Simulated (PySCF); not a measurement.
# SN (doublet): what the fields show

```xyz
2

S     0.0000    0.0000   -0.4599
N     0.0000    0.0000    1.0501
```

Method: PySCF, PBE0/6-31G(d,p), non-relativistic, at a bond length of 1.510 Å.

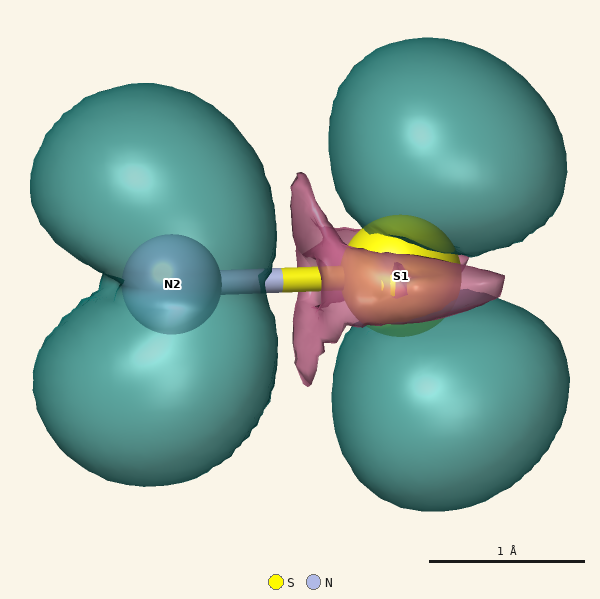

Figure 1. Isosurfaces of the spin density at +0.02 (teal) and −0.02 e/Å³ (pink), seen from one side.

Question: Which atoms carry the spin?

Answer: The unpaired spin (1 electron) lies mostly on N2 (about 0.6) and S1 (about 0.4), in electrons by Hirshfeld's partition.

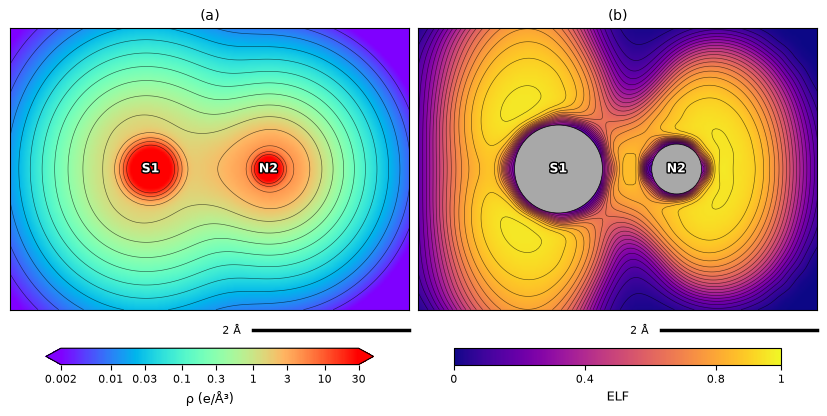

Figure 2. (a) total electron density; (b) electron localisation function on a plane that holds the molecular axis. Grey discs cover the atomic cores in the ELF map.

Question: Interpret the plot.

Answer: The plane passes through S and N nuclei.
S–N (1.51 Å): ρ is about 2.1 e/Å³ halfway; the ELF peaks at about 0.85 between the atoms: a covalent bond.
The ELF also peaks beside S1 and N2, away from the bonds: non-bonding electrons, paired or unpaired.

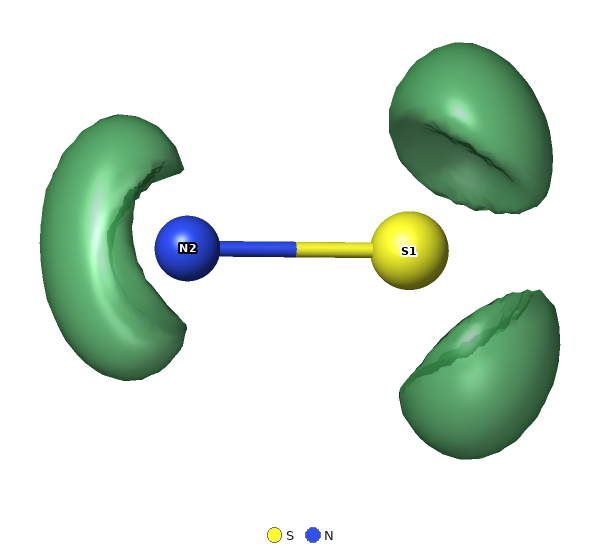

Figure 3. Isosurface of the ELF at 0.9 (green), seen from one side. Core shells and regions of very low density are left out.

Question: Describe the localisation domains.

Answer: The ELF exceeds this value in one lobe on N, pointing away from the bonds (non-bonding electrons) and two lobes on S, pointing away from the bonds (non-bonding electrons, which may merge into one lobe).

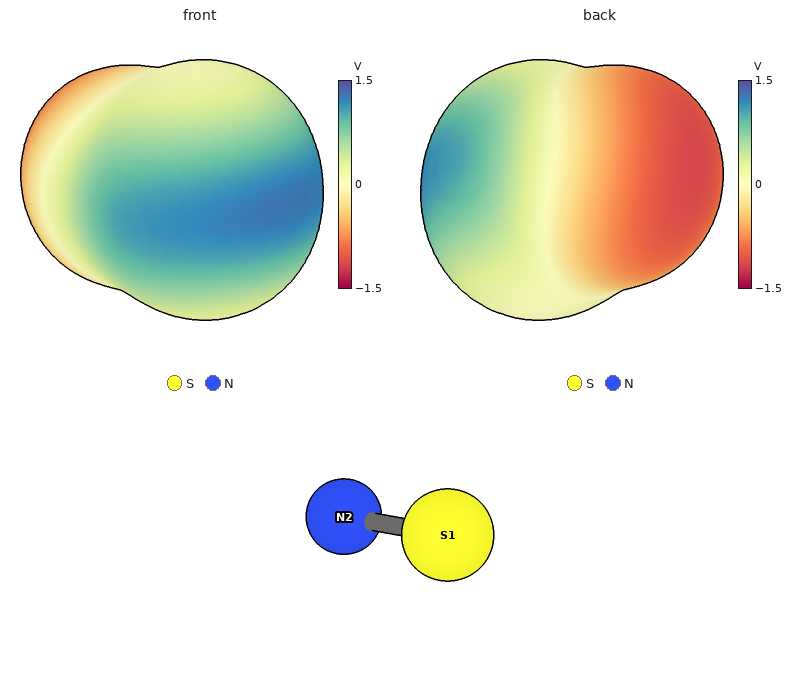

Figure 4. The molecular electrostatic potential painted on the density surface at 0.002 e/bohr³, seen from the front and from behind; red is negative and blue positive. The bare structure is drawn below in the same view.

Question: Which sites attract a positive test charge, and which a negative one?

Answer: A positive charge is drawn to the negative regions and a negative charge to the positive ones. The most negative region (about −1.1 V) lies over N2, the most positive (about +1.3 V) over S1. N2 is the likeliest acceptor of a hydrogen bond.
